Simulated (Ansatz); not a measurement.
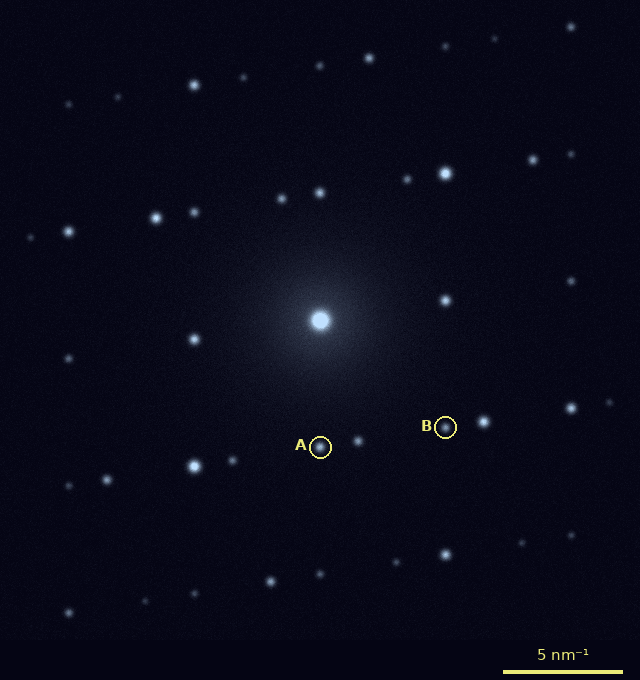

Simulated selected-area electron diffraction pattern (300 kV, kinematic approximation, thin crystal, B = 0.5 Å² for all atoms). Two individuals of a reflection twin are superposed (a geometric construction: whether this twin forms is not tested; the second individual is smaller and so fainter). Crystal: C, space group P6_3/mmc (No. 194), a = 2.46 Å, c = 7.74 Å (hexagonal axes), zone axis [421]. Structure: the geometry relaxed at fixed volume with Ansatz 0.2.0, DFT r2SCAN, scalar-relativistic, plane waves, PAW.

In the first individual spot A is -1 1 2 and spot B is -1 0 4.

**Find the twin plane.**

(01-2). The spot positions of the combined pattern are mirror-symmetric about the row through 0 1 -2 (d = 1.865 Å), which both individuals share, while a single individual has only symmetry 2mm without that mirror line. Friedel's law adds a mirror line at right angles, along which no low-index reflection lies.

**Which other reflections coincide?**

Within the frame only the reflections of the common row coincide.
